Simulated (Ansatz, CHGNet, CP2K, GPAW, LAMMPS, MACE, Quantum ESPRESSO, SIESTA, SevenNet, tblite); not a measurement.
# Which run comes nearest? Amorphous 59Ga2O3-41P2O5 (mol %) (64 atoms)

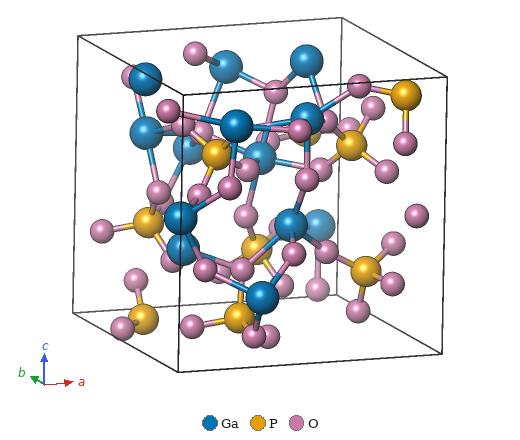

The cell (gallium blue, phosphorus orange, oxygen pink). Bonds to atoms that aren't drawn are left out.

Density of this cell: 4.18 g/cm³. The cell holds 64 atoms: 13 Ga, 9 P and 42 O. Cell: a = 9.037 Å, b = 9.037 Å, c = 9.037 Å, α = 90.0°, β = 90.0°, γ = 90.0°. 64 atoms (13 Fe, 9 P, 42 O) placed at random at 3.33 g/cm³, melted at 5000 K for 10 ps at fixed volume with the Morse and Coulomb pair potential with partial charges (Pedone, Malavasi, Menziani, Cormack and Segre, J. Phys. Chem. B 110, 11780 (2006)). Quenched from 5000 K to 300 K at 100 K/ps and fixed volume, held 10 ps at zero pressure, then minimised at fixed cell. Then Fe was replaced by Ga and the cell scaled by 1.005 (the potential has no terms for the new elements, so the cell is a start for a DFT relaxation).

Geometry: as built.

The reference, a calculation:

| Quantity | Value |
| --- | --- |
| method | Kohn-Sham DFT, PBE, PAW, plane waves (Ansatz 0.2.0); cutoff 420 eV, Γ point, fermi-dirac smearing of 0.05 eV; PAW set soft_2 |
| r.m.s. force component | 1.009 eV/Å |
| longest force | 3.385 eV/Å |
| pressure | -0.8518 GPa |
| gap (highest filled to lowest empty level) | 1.385 eV |
| SCF cycles | 10 |
| time | 4.5 s on 8 threads of Arm Neoverse V2, shared host |
| CPU time | 30 s |

Q: Estimate the differences from the reference, the CPU time and the memory of each run.
- tblite GFN2-xTB (tblite 0.8.0; 1 thread)
- SIESTA PBE, DZ, shift 0.01 Ry, mesh 500 Ry (SIESTA 5.4.2; 2 MPI ranks)
- GPAW PBE, LCAO sz(dzp), h 0.18 Å (GPAW 26.7.0; 1 thread)
- SIESTA PBE, DZP, shift 0.01 Ry, mesh 500 Ry (SIESTA 5.4.2; 2 MPI ranks)
- CP2K PBE, SZV-MOLOPT-SR, 600/50 Ry, OT CG (CP2K 2026.2; 2 threads)
- QE PBE, sssp-1.3.0-efficiency, 60/480 Ry (Quantum ESPRESSO 7.5; 2 MPI ranks)
- SIESTA revPBE, PBE potentials, DZP, shift 0.01 Ry, mesh 500 Ry (SIESTA 5.4.2; 2 MPI ranks)
- CP2K PBE, DZVP-MOLOPT-SR, 210/50 Ry, OT CG (CP2K 2026.2; 2 threads)
- CHGNet 0.3.0 potential (CHGNet 0.3.0; 1 thread)
- CP2K PBE, DZVP-MOLOPT-SR, 600/50 Ry, OT CG (CP2K 2026.2; 4 MPI ranks)

Differences are against the plane-wave reference, forces as r.m.s. over components; share is that over the reference's r.m.s. force, slope the least-squares factor from reference forces to these. Total energies of different programs have different zeros and aren't compared.

| run | Δ force, r.m.s. (meV/Å) | share (%) | slope | Δ pressure (GPa) | Δ gap (eV) | cores | CPU time | memory (GiB) |
| --- | --- | --- | --- | --- | --- | --- | --- | --- |
| reference | - | - | - | - | - | 8 | 30 s | 1.0 |
| tblite GFN2-xTB | 351 | 34.8 | 0.753 | -3.56 | - | 1 | 5.1 s | 0.11 |
| SIESTA PBE, DZ, shift 0.01 Ry, mesh 500 Ry (coarse) | 2310 | 229 | 2.597 | 18.7 | -0.311 | 2 | 1.9 min | 1.2 |
| GPAW PBE, LCAO sz(dzp), h 0.18 Å (coarse) | 3074 | 305 | 3.142 | - | -0.697 | 1 | 37 s | 0.94 |
| SIESTA PBE, DZP, shift 0.01 Ry, mesh 500 Ry | 273 | 27.0 | 1.192 | 2.80 | -0.179 | 2 | 4.8 min | 1.8 |
| CP2K PBE, SZV-MOLOPT-SR, 600/50 Ry, OT CG (coarse) | 3182 | 315 | 3.267 | 33.5 | -0.752 | 2 | 4.9 min | 1.0 |
| QE PBE, sssp-1.3.0-efficiency, 60/480 Ry | 70.7 | 7.01 | 1.049 | 0.380 | -0.0097 | 2 | 9.7 min | 2.0 |
| SIESTA revPBE, PBE potentials, DZP, shift 0.01 Ry, mesh 500 Ry | 251 | 24.8 | 1.167 | 5.14 | -0.081 | 2 | 4.9 min | 1.9 |
| CP2K PBE, DZVP-MOLOPT-SR, 210/50 Ry, OT CG (coarse) | 2501 | 248 | 1.161 | 2.75 | -0.125 | 2 | 6.8 min | 0.61 |
| CHGNet 0.3.0 potential | 169 | 16.7 | 0.910 | -0.563 | - | 1 | 3.6 s | 1.1 |
| CP2K PBE, DZVP-MOLOPT-SR, 600/50 Ry, OT CG | 88.6 | 8.78 | 1.025 | 1.42 | -0.111 | 4 | 9.7 min | 2.4 |

Rows marked coarse were listed beforehand as settings not expected to be converged; some can still land near the reference.

Times of the machine-learned potentials are mostly Python's start and the loading of weights.

CPU time is summed over cores on a shared host, where runs went side by side, so it is rough. Symmetry, cutoffs, thresholds, outputs and thread counts weren't matched or tuned between programs; memory under MPI is the largest rank's times the ranks.

PBE on plane waves or a grid with other potentials, cutoffs or grids, coarse settings apart, differs from the reference by 7.0 % (QE PBE, sssp-1.3.0-efficiency, 60/480 Ry) of the r.m.s. force; potentials, valence shells or grid differ, and the table alone doesn't part them (QE's 60 Ry are 816 eV, against the reference's 420 eV). The PBE runs in local orbitals, coarse settings apart, differ by 8.8 % (CP2K PBE, DZVP-MOLOPT-SR, 600/50 Ry, OT CG) to 27 % (SIESTA PBE, DZP, shift 0.01 Ry, mesh 500 Ry); basis, grid and potentials can all enter. Tight binding differs by 35 % (tblite GFN2-xTB); it is another model, with fitted parameters of its own, and the xTB methods hold dispersion. Machine-learned potentials differ by 17 % (CHGNet 0.3.0 potential); they were trained on other programs' data. Periodic xTB results under one method name differ between programs and library versions. Machine-learned potentials mimic data converged in k, so the reference's own k-point error enters their differences. The network of bonds at the start is that of the classical potential that made the cell, and needn't be the one that DFT or experiment would give. The electronic-structure runs sample only Γ, in a cell whose shortest periodic width is 9 Å.

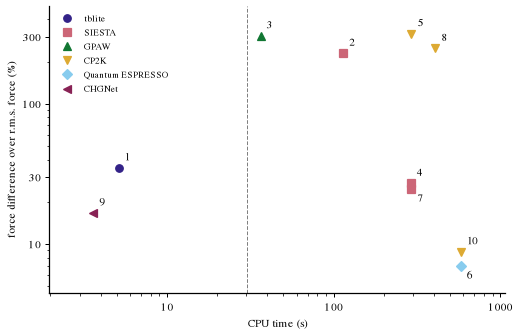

Force difference against CPU time; the dashed line marks the reference's time. Points: 1 tblite GFN2-xTB; 2 SIESTA PBE, DZ, shift 0.01 Ry, mesh 500 Ry; 3 GPAW PBE, LCAO sz(dzp), h 0.18 Å; 4 SIESTA PBE, DZP, shift 0.01 Ry, mesh 500 Ry; 5 CP2K PBE, SZV-MOLOPT-SR, 600/50 Ry, OT CG; 6 QE PBE, sssp-1.3.0-efficiency, 60/480 Ry; 7 SIESTA revPBE, PBE potentials, DZP, shift 0.01 Ry, mesh 500 Ry; 8 CP2K PBE, DZVP-MOLOPT-SR, 210/50 Ry, OT CG; 9 CHGNet 0.3.0 potential; 10 CP2K PBE, DZVP-MOLOPT-SR, 600/50 Ry, OT CG.

[Hosts, paths, dates, database ids (printed as entryN), source tags and the programs' standing remarks are cut or masked in the printed files.]
